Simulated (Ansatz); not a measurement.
System: F5HW···F (doublet).

```xyz
8

W     0.0002   -0.0010   -0.2145
H    -0.0008    0.0041    1.4886
F     1.8146   -0.0009   -0.0871
F     0.0002    1.8131   -0.0839
F    -1.8141   -0.0009   -0.0852
F     0.0002   -1.8158   -0.0934
F     0.0001   -0.0007   -2.0946
F    -0.0004    0.0020    4.4802
```

Core potentials replace the inner electrons of W.

Method: Ansatz 0.2.0, UHF/def2-SVP.

Question: What can the converged electron density, electron localisation function and spin density tell about the bonding?

Answer: W–F (1.82 Å): the density is about 1.2 e/Å³ at the midpoint; the ELF peaks at about 0.85 in the valence shell of F, 0.5 Å from its nucleus, and drops to about 0.25 between the two atoms.
W–H (1.70 Å): ρ is about 1.6 e/Å³ halfway; the ELF climbs to about 1 towards the hydrogen.
W–F (1.88 Å): ρ at the midpoint is about 1.1 e/Å³; the ELF peaks at about 0.85 in the valence shell of F, 0.5 Å from its nucleus, and drops to about 0.20 between the two atoms.
The unpaired spin (1 electron) lies mostly on F8 (about 1.0), in electrons by Hirshfeld's partition.

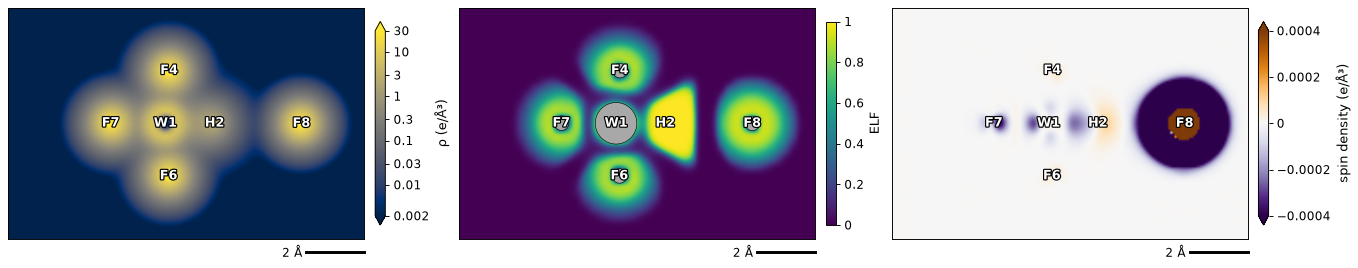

Computed electron density, electron localisation function and spin density on the plane of atoms H2, W1 and F4, in this order. Grey discs cover the atomic cores in the ELF map. 
